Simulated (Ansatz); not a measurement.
A series of calculations on C2H3NO2

**1. Relaxation**

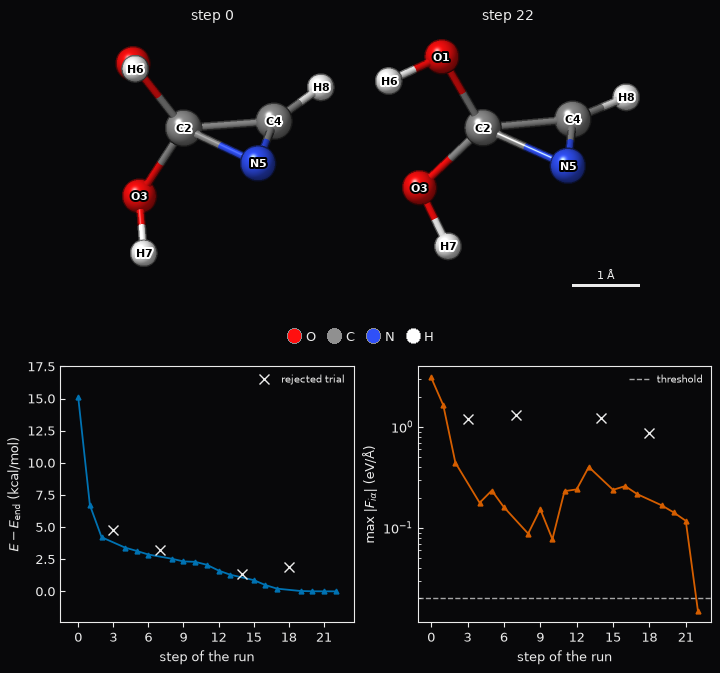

First and last geometry of a relaxation of C2H3NO2, with the history of the run. Style: ball-and-stick. Shown at a tilt.

The run prepares an end point of a later path (hydrogen shift) calculation, from a guessed geometry.

Level of theory: RKS PBE/def2-SVP (Ansatz).

Input
```yaml
crystal:
  periodic: [false, false, false]
  atoms:
    - { symbol: O, position_ang: [-0.52, 1.3704, 0.3134] }
    - { symbol: C, position_ang: [0.1075, 0.1794, 0.1881] }
    - { symbol: O, position_ang: [1.4905, 0.1803, 0.2067] }
    - { symbol: C, position_ang: [-0.5294, -1.0232, 0.2942] }
    - { symbol: "N", position_ang: [-0.448, -0.7033, -0.9111] }
    - { symbol: H, position_ang: [-0.9585, 1.6397, -0.5652] }
    - { symbol: H, position_ang: [1.8703, -0.0303, -0.6684] }
    - { symbol: H, position_ang: [-0.9203, -1.67, 1.0864] }
basis:
  gaussian: { orbitals: def2-SVP }
hamiltonian:
  xc: pbe
relax:
  f_tol: 0.02
  max_steps: 50
```

Command:
```bash
ansatz run input.yaml --threads 2 --pin off --max-ram 3072MiB --backend cpu --events-out ev --progress --plain --runs-dir out
```

> Read the history and describe the run.

It converged. Over 18 accepted moves (22 points after the start) the energy falls by 15.1 kcal/mol. Largest force component: 3.1 eV/Å at the start, 0.015 eV/Å at the end. The line search rejected the trial steps at points 3, 7, 14, 18 of the run. The atom that moves furthest after the best rigid fit is H6 (0.73 Å). Largest moves by element: H 0.73 Å, O 0.47 Å, N 0.24 Å, C 0.22 Å. Near-neighbour distances that change, for instance: C2–C4 1.365 → 1.437 Å, O1–H6 1.018 → 0.978 Å, C4–N5 1.250 → 1.288 Å, O1–C2 1.352 → 1.370 Å. Bond angles that change, for instance: C2–C4–H8 138.0° → 156.6°, N5–C4–H8 150.7° → 136.6°, O1–C2–O3 117.5° → 110.4°. Groups turn about O1–C2 by about 80°, C2–O3 by about 40°. The run took 50 s on 2 threads of Arm Neoverse N1 (shared host), peak memory 0.15 GiB.

**2. Relaxation**

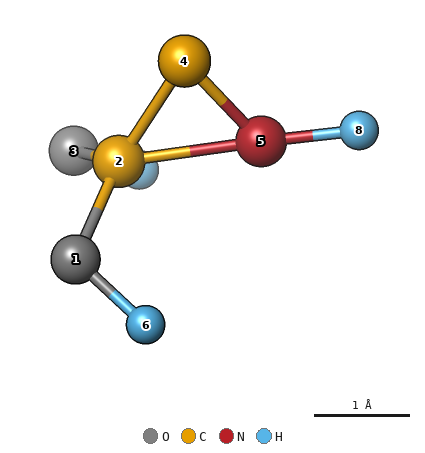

C2H3NO2, before the relaxation. The picture is a ball-and-stick view, seen from a free direction.

The run prepares an end point of a later path (hydrogen shift) calculation, from a guessed geometry.

The calculation used Ansatz 0.2.0, RKS PBE/def2-SVP.

Input
```yaml
crystal:
  periodic: [false, false, false]
  atoms:
    - { symbol: O, position_ang: [-0.52, 1.3704, 0.3134] }
    - { symbol: C, position_ang: [0.1075, 0.1794, 0.1881] }
    - { symbol: O, position_ang: [1.4905, 0.1803, 0.2067] }
    - { symbol: C, position_ang: [-0.5294, -1.0232, 0.2942] }
    - { symbol: "N", position_ang: [-0.448, -0.7033, -0.9111] }
    - { symbol: H, position_ang: [-0.9585, 1.6397, -0.5652] }
    - { symbol: H, position_ang: [1.8703, -0.0303, -0.6684] }
    - { symbol: H, position_ang: [-0.84922, -1.28339, -1.67538] }
basis:
  gaussian: { orbitals: def2-SVP }
hamiltonian:
  xc: pbe
relax:
  f_tol: 0.02
  max_steps: 50
```

Run as
```bash
ansatz run input.yaml --threads 2 --pin off --max-ram 3072MiB --backend cpu --events-out ev --progress --plain --runs-dir out
```

What does the optimiser find from here?

Answer. After 26 accepted moves (28 points after the start) the energy has fallen by 143.1 kJ/mol. The largest force component goes from 5.9 to 0.016 eV/Å. The line search rejected the trial steps at points 14, 24 of the run. The atom that moves furthest after the best rigid fit is H6 (1.00 Å). Largest moves by element: H 1.00 Å, O 0.83 Å, C 0.39 Å, N 0.33 Å. Among the contacts that change: C2–C4 1.365 → 1.543 Å, C2–N5 1.515 → 1.409 Å, C4–N5 1.250 → 1.316 Å, O1–H6 1.018 → 0.978 Å. Bond angles that change, for instance: C2–N5–H8 178.1° → 149.8°, C4–N5–H8 122.7° → 141.3°, C2–C4–N5 70.7° → 58.4°. Groups turn about O1–C2 by about 160°, C2–O3 by about 85°. Cost: 63 s on 2 threads of Arm Neoverse N1, with other jobs on the host, peak memory 0.15 GiB.

History of the run:

| step | E − E(0), kJ/mol | largest force component, eV/Å | note |
| --- | --- | --- | --- |
| 0 | 0.00 | 5.8849 |  |
| 1 | -62.75 | 2.0448 |  |
| 2 | -85.04 | 1.5345 |  |
| 3 | -100.43 | 0.7975 |  |
| 4 | -104.61 | 0.6521 |  |
| 5 | -108.62 | 0.3178 |  |
| 6 | -109.56 | 1.6538 |  |
| 7 | -115.99 | 0.5635 |  |
| 8 | -119.42 | 0.4854 |  |
| 9 | -120.89 | 0.5719 |  |
| 10 | -121.42 | 0.4625 |  |
| 11 | -122.53 | 0.1226 |  |
| 12 | -122.66 | 0.0333 |  |
| 13 | -122.77 | 0.0564 |  |
| 14 | -118.05 | 1.5410 | rejected |
| 15 | -123.55 | 0.1932 |  |
| 16 | -123.65 | 0.7340 |  |
| 17 | -127.64 | 0.3718 |  |
| 18 | -133.73 | 0.7476 |  |
| 19 | -136.09 | 0.5019 |  |
| 20 | -139.46 | 0.4262 |  |
| 21 | -141.27 | 0.2526 |  |
| 22 | -142.78 | 0.0944 |  |
| 23 | -143.02 | 0.0947 |  |
| 24 | -142.99 | 0.2427 | rejected |
| 25 | -143.09 | 0.0318 |  |
| 26 | -143.11 | 0.0607 |  |
| 27 | -143.14 | 0.0213 |  |
| 28 | -143.14 | 0.0157 |  |

The structure at the end:

```xyz
8

O    -0.3839    1.3395   -0.5087
C     0.0564    0.0676   -0.1736
O     1.4079   -0.0084    0.1044
C    -0.8842   -0.9895    0.4427
N    -0.5736   -1.0044   -0.8361
H    -0.5494    1.8113    0.3316
H     1.8428    0.6497   -0.4741
H    -0.7529   -1.5362   -1.7039
```

After the run, drawn alike:

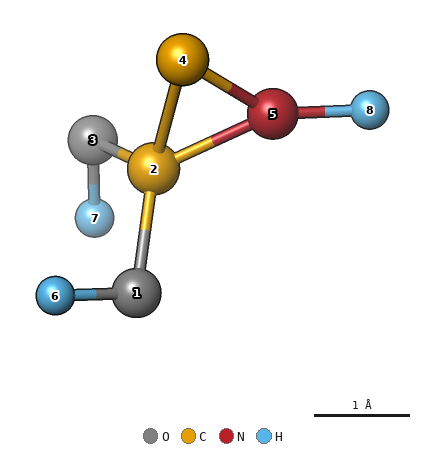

**3. Path**

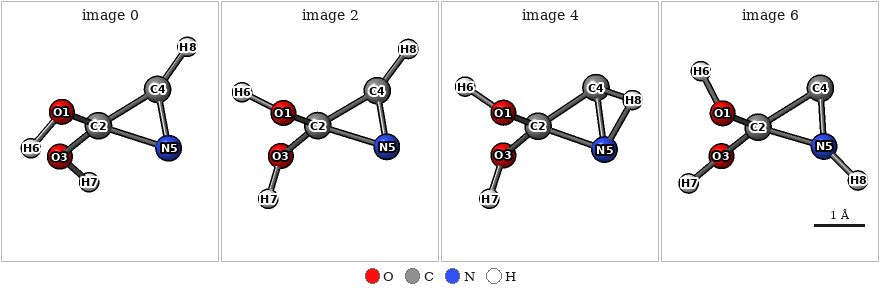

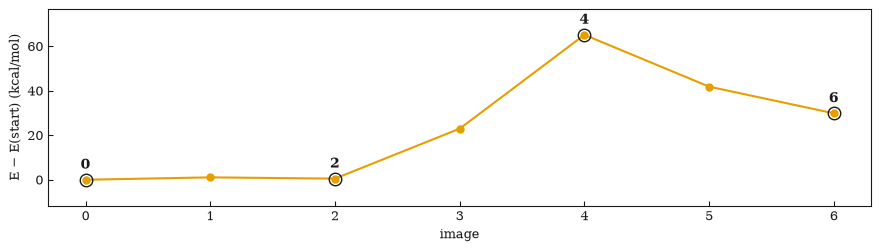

A nudged-elastic-band calculation for C₂H₃NO₂. Images are numbered from 0 (start) to 6 (end). Style: ball-and-stick. Shown from a free direction.

Method: RKS PBE/def2-SVP (Ansatz 0.2.0). Settings: 5 movable images; climbing image; force threshold 0.05 eV/Å; iteration limit 60; starting path through a guess of the saddle point.

> Read off the barrier and say what moves.

The energy climbs by 65.1 kcal/mol to image 4 and then falls by 35.3 kcal/mol, so the end point sits at +29.9 kcal/mol. The path has more than one stage, and so few images may leave a stage unresolved. Breaking: C4–H8 (1.11 → 1.28 at the top → 2.22 Å). Forming: N5–H8 (2.23 → 1.22 at the top → 1.03 Å). The band converged in 43 iterations. The largest component of the band force went from 76 to 0.02 eV/Å. The climbing image converged on the top of the path. Its vibrational analysis gives one imaginary mode (1284i cm⁻¹), as a transition state must have.
